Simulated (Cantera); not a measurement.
A closed system holds: 1 mol SiCl4, 0.12 mol C2H2, 26 mol H2, 3.5 mol HCl, held at 7.13 Torr.

Equilibrium computed with Cantera from the NASA thermochemical tables; the gas is ideal and each condensed phase is pure. Candidate condensed phases: C, C6H6, C7H8, C8H18, Si, SiC; 109 gas species. The tables' values for SiCl, SiCl3 are old estimates; treat these amounts as uncertain. Gases not in the tables: Si2H6 and higher silanes. Equilibrium is a limit: real reactors are often held back by kinetics, nucleation or transport.

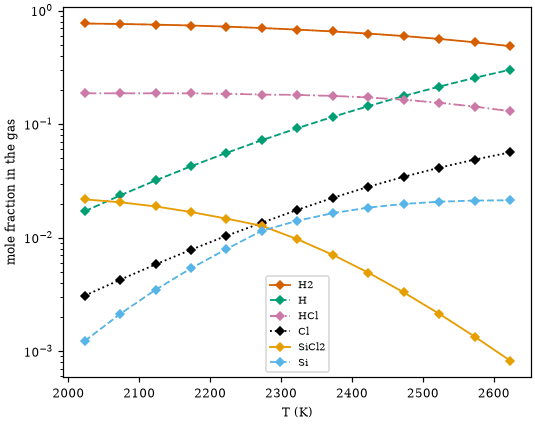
Fig. 1. Equilibrium gas composition (values under 1e-9 drawn at 1e-9)

From 2023 K to 2223 K the condensed part is SiC(s). From 2273 K to 2623 K nothing is condensed. The main Si-bearing gas is SiCl2 at 2023 K and Si at 2623 K.
